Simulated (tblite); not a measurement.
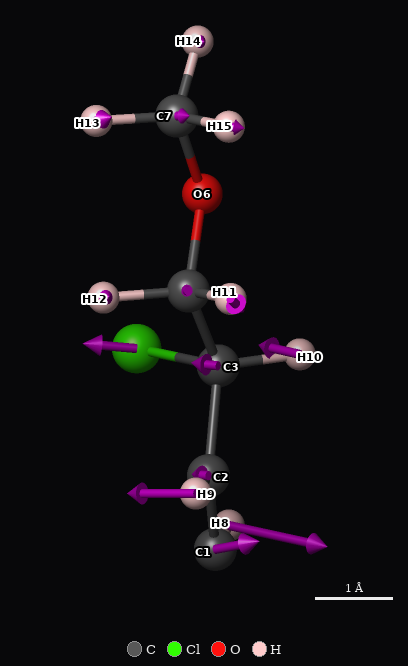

A relaxation of C5H8ClO (multiplicity 2). The starting structure is drawn; purple arrows show the displacements, at their true length. The two geometries are superimposed by the best rigid fit.

A ball-and-stick model, seen from a free direction.

Level of theory: tblite, GFN2-xTB geometry optimisation, gas phase. 

> Atoms of which element are displaced furthest, and by how much?

Hydrogen: up to 1.58 Å, against 0.72 Å for chlorine.

> What did the optimiser do to the structure, and how much energy did it gain?

After 122 geometry steps the energy has fallen by 53.0 kJ/mol. The largest move after the best rigid fit is that of an H atom, 1.58 Å. Largest moves by element: H 1.58 Å, Cl 0.72 Å, C 0.71 Å, O 0.05 Å. Some distances before and after: C–C 1.341 → 1.289 Å, C–H 1.102 → 1.064 Å, C–H 1.125 → 1.091 Å, C–C 1.500 → 1.521 Å. Among the angles between lasting bonds that change: C–C–H 117.7° → 139.6°, C–C–C 118.9° → 125.2°, C–C–H 119.3° → 113.1°. Groups turn about C–C by about 65°.
